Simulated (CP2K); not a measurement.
# CH5AlOSi (SMILES [SiH3][Al]1[CH2][O]1): PM6

What is the energy difference between two shapes of CH5AlOSi at PM6? 

Program for the calculation: CP2K 2026.2.

2 further runs of the same task are left out: 2 set aside as unsound or not needed.

## 1. The system as given

CH5AlOSi has 9 atoms, charge 0, and is taken as a singlet. As SMILES, `[SiH3][Al]1[CH2][O]1`. Geometry: a GFN2-xTB relaxation, a rough one for these elements and not checked as a minimum.

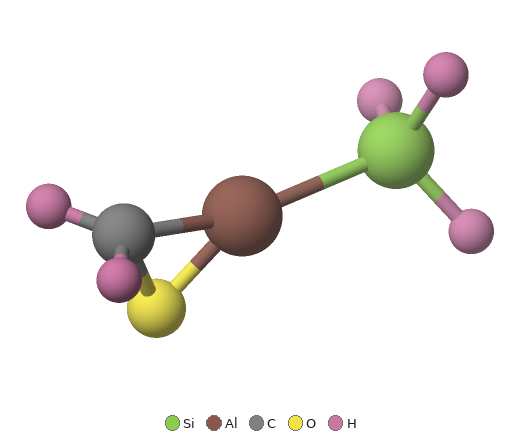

The structure, seen from a chosen angle (silicon green, aluminium brown, carbon grey, oxygen yellow, hydrogen pink).

## 2. Energy and forces at PM6

The input, molecule.inp:

```
&global
  project molecule
  run_type ENERGY_FORCE
  print_level MEDIUM
&end global

&force_eval
  method QUICKSTEP
  &dft
    &qs
      method PM6
      eps_default 1.0E-10
      &se
        &coulomb
          cutoff [angstrom] 50
          rc_range [angstrom] 0
        &end coulomb
        &exchange
          cutoff [angstrom] 50
          rc_range [angstrom] 0
        &end exchange
      &end se
    &end qs
    &poisson
      periodic NONE
      poisson_solver ANALYTIC
    &end poisson
    &scf
      scf_guess ATOMIC
      eps_scf 1.0E-06
      max_scf 150
      added_mos 2
      &diagonalization
        algorithm STANDARD
      &end diagonalization
      &mixing
        method DIRECT_P_MIXING
        alpha 0.4
      &end mixing
    &end scf
    &print
      &moments
        periodic F
        reference COM
        max_moment 1
      &end moments
      &mo ON
        energies T
        occupation_numbers T
        ndigits 6
        &each
          qs_scf 0
        &end each
        add_last NUMERIC
      &end mo
      &hirshfeld OFF
      &end hirshfeld
    &end print
  &end dft
  &subsys
    &cell
      abc 13.3 14.9 14.4
      periodic NONE
    &end cell
    &coord
      Si    -0.732190     1.472220    -1.225880
      Al     0.191760    -0.293950     0.123930
      C      0.618030    -1.465080     1.574740
      O      1.201710    -1.624520     0.120680
      H     -1.793800     0.994710    -2.138650
      H     -1.335510     2.557690    -0.424790
      H      0.295870     2.104850    -2.082640
      H      0.084680    -2.389590     1.803930
      H      1.469450    -1.356330     2.248690
    &end coord
    &topology
      &center_coordinates
      &end center_coordinates
    &end topology
  &end subsys
  &print
    &forces ON
    &end forces
  &end print
&end force_eval
```

The run is started by

```
OMP_NUM_THREADS=1 cp2k.psmp -i molecule.inp -o molecule.out
```

The program printed:

```text
CP2K| version string:                                       CP2K version 2026.2
[...]
 GLOBAL| Method name                                                        CP2K
[...]
 GLOBAL| Run type                                                   ENERGY_FORCE
[...]
                             - Atoms:                                          9
[...]
                             - Spherical basis functions:                     31
[...]
 Number of electrons:                                                         22
[...]
     1 P_Mix/Diag. 0.40E+00    0.0     0.66085565       -16.9457709043 -1.69E+01
[...]
    17 DIIS/Diag.  0.18E-06    0.0     0.00000083       -22.3244836685 -5.31E-12
  *** SCF run converged in    17 steps ***
  Core-core repulsion energy [eV]:                           1003.02464878916078
  Core Hamiltonian energy [eV]:                              -981.12335371928191
  Two-electron integral energy [eV]:                        -1258.76277914686989
  Electronic energy [eV]:                                   -1610.50474329271674
  Total energy [eV]:                                         -607.48009450355596
  Atomic reference energy [eV]:                               604.49112332545849
  Heat of formation [kcal/mol]:                               -68.92731828178168
[...]
 SE_DIPOLE| Moment [Debye]          1.92833287      -2.68612726       0.41607326
 SE_DIPOLE| Derivative [a.u.]       0.00000000       0.00000000       0.00000000
 ENERGY| Total FORCE_EVAL ( QS ) energy [hartree]            -22.324483668522578
 FORCES| Atomic forces [hartree/bohr]
 FORCES|   Atom     x               y               z               |f|
 FORCES|      1  3.47400547E-02 -6.60984789E-02  5.24501678E-02   9.12518516E-02
 FORCES|      2 -7.48912807E-02  1.29791806E-01 -7.62585761E-02   1.68136811E-01
 FORCES|      3  1.95123905E-02 -3.06057060E-02  9.23646483E-03   3.74533698E-02
 FORCES|      4  2.64329189E-02 -3.67589683E-02  4.61482763E-03   4.55106316E-02
 FORCES|      5 -2.99371465E-03 -1.00174996E-02  3.10777727E-06   1.04552683E-02
 FORCES|      6 -2.73778552E-04  2.43051460E-04  9.81296500E-03   9.81979179E-03
 FORCES|      7  9.40986635E-03 -2.89781319E-03  4.56849089E-04   9.85655199E-03
 FORCES|      8 -4.96863634E-03  8.60576678E-03  3.24331082E-04   9.94242222E-03
 FORCES|      9 -6.96782017E-03  7.73784162E-03 -6.40137087E-04   1.04323768E-02
 FORCES| Sum    -1.94289029E-16  9.02056208E-17 -3.33066907E-16
 FORCES| Total atomic force                                       3.96003593E-16
[...]
```

It took 0.22 s on 1 thread of Arm Neoverse V2, shared host.

## 3. The distorted shape, same level

The input, gas.inp:

```
&GLOBAL
   PROJECT gas
   RUN_TYPE ENERGY_FORCE
   PRINT_LEVEL MEDIUM
&END GLOBAL
&FORCE_EVAL
   METHOD Quickstep
   &DFT
      CHARGE 0
      MULTIPLICITY 1
      &QS
         METHOD PM6
         EPS_DEFAULT 1.0E-10
         &SE
            &COULOMB
               CUTOFF [angstrom] 50
               RC_RANGE [angstrom] 0
            &END COULOMB
            &EXCHANGE
               CUTOFF [angstrom] 50
               RC_RANGE [angstrom] 0
            &END EXCHANGE
         &END SE
      &END QS
      &POISSON
         PERIODIC NONE
         POISSON_SOLVER ANALYTIC
      &END POISSON
      &SCF
         SCF_GUESS ATOMIC
         EPS_SCF 1.0E-06
         MAX_SCF 150
         ADDED_MOS 2
         &DIAGONALIZATION
            ALGORITHM STANDARD
         &END DIAGONALIZATION
         &MIXING
            METHOD DIRECT_P_MIXING
            ALPHA 0.4
         &END MIXING
      &END SCF
      &PRINT
         &MOMENTS
            PERIODIC F
            REFERENCE COM
            MAX_MOMENT 1
         &END MOMENTS
         &MO ON
            ENERGIES T
            OCCUPATION_NUMBERS T
            NDIGITS 6
            &EACH
               QS_SCF 0
            &END EACH
            ADD_LAST NUMERIC
         &END MO
         &HIRSHFELD OFF
         &END HIRSHFELD
      &END PRINT
   &END DFT
   &SUBSYS
      &CELL
         ABC [angstrom] 13.3 14.9 14.4
         PERIODIC NONE
      &END CELL
      &COORD
         Si    -0.742672     1.488279    -1.213124
         Al     0.173537    -0.278272     0.123467
         C      0.644480    -1.473610     1.575209
         O      1.233994    -1.659140     0.105436
         H     -1.774319     1.001482    -2.134315
         H     -1.342338     2.549447    -0.441456
         H      0.314154     2.086417    -2.103790
         H      0.090106    -2.388391     1.789147
         H      1.482974    -1.348603     2.241439
      &END COORD
      &TOPOLOGY
         &CENTER_COORDINATES
         &END CENTER_COORDINATES
      &END TOPOLOGY
   &END SUBSYS
   &PRINT
      &FORCES ON
      &END FORCES
   &END PRINT
&END FORCE_EVAL
```

The run is started by

```
OMP_NUM_THREADS=1 cp2k.psmp gas.inp > gas.out
```

The program printed:

```text
CP2K| version string:                                       CP2K version 2026.2
[...]
 GLOBAL| Method name                                                        CP2K
[...]
 GLOBAL| Run type                                                   ENERGY_FORCE
[...]
                             - Atoms:                                          9
[...]
                             - Spherical basis functions:                     31
[...]
 Number of electrons:                                                         22
[...]
     1 P_Mix/Diag. 0.40E+00    0.0     0.65562678       -17.0174895251 -1.70E+01
[...]
    17 DIIS/Diag.  0.19E-06    0.0     0.00000049       -22.3294194457 -4.46E-12
  *** SCF run converged in    17 steps ***
  Core-core repulsion energy [eV]:                            995.89039296115652
  Core Hamiltonian energy [eV]:                              -980.50740369551033
  Two-electron integral energy [eV]:                        -1245.99478619515889
  Electronic energy [eV]:                                   -1603.50479679308978
  Total energy [eV]:                                         -607.61440383193326
  Atomic reference energy [eV]:                               604.49112332545849
  Heat of formation [kcal/mol]:                               -72.02456521849173
[...]
 SE_DIPOLE| Moment [Debye]          2.27082333      -3.09789230       0.30833487
 SE_DIPOLE| Derivative [a.u.]       0.00000000       0.00000000       0.00000000
 ENERGY| Total FORCE_EVAL ( QS ) energy [hartree]            -22.329419445735049
 FORCES| Atomic forces [hartree/bohr]
 FORCES|   Atom     x               y               z               |f|
 FORCES|      1  4.77909921E-02 -7.24074142E-02  4.13435095E-02   9.61046218E-02
 FORCES|      2 -3.87611162E-02  7.82955348E-02 -6.12489653E-02   1.06696067E-01
 FORCES|      3  1.49587485E-02 -2.21721542E-02 -2.06549819E-02   3.37934440E-02
 FORCES|      4 -1.04514581E-02  7.73334996E-03  1.72348628E-02   2.15888438E-02
 FORCES|      5 -6.65707861E-03 -1.12804188E-02 -1.90506634E-03   1.32360803E-02
 FORCES|      6 -3.93662336E-03  8.43534437E-03  1.56269630E-02   1.81893928E-02
 FORCES|      7  3.89957664E-03 -4.45868628E-03  6.16435353E-03   8.54902542E-03
 FORCES|      8 -3.62131786E-03  8.45883345E-03  1.66701116E-03   9.35118883E-03
 FORCES|      9 -3.22172310E-03  7.39561093E-03  1.77231357E-03   8.25927697E-03
 FORCES| Sum    -1.94289029E-16  1.73472348E-16 -7.14706072E-16
 FORCES| Total atomic force                                       7.60687618E-16
[...]
```

Run time: 0.22 s. Hardware: 1 thread of Arm Neoverse V2, shared host.

## 4. What came out

Level: PM6.

| quantity | value |
| --- | --- |
| first shape: total energy | -22.32448 Eh |
| first shape: dipole moment | 3.33 D |
| first shape: HOMO energy | -9.21 eV |
| first shape: LUMO energy | -0.31 eV |
| first shape: HOMO–LUMO gap | 8.90 eV |
| first shape: heat of formation at this unrelaxed shape | -68.9 kcal/mol |
| first shape: largest force on an atom | 8.646 eV/Å |
| distorted shape: total energy | -22.32942 Eh |
| distorted shape: dipole moment | 3.85 D |
| distorted shape: HOMO energy | -9.15 eV |
| distorted shape: LUMO energy | -0.42 eV |
| distorted shape: HOMO–LUMO gap | 8.73 eV |
| distorted shape: heat of formation at this unrelaxed shape | -72.0 kcal/mol |
| distorted shape: largest force on an atom | 5.487 eV/Å |
| energy change with the atoms displaced | -0.134 eV |

In words: With the atoms displaced the energy falls by 0.13 eV (3.1 kcal/mol). The first shape isn't relaxed at this level, so the change isn't measured from a minimum. The largest force (first shape) is 8.65 eV/Å: too large for a shape near rest, so the state or the gradient is in doubt.
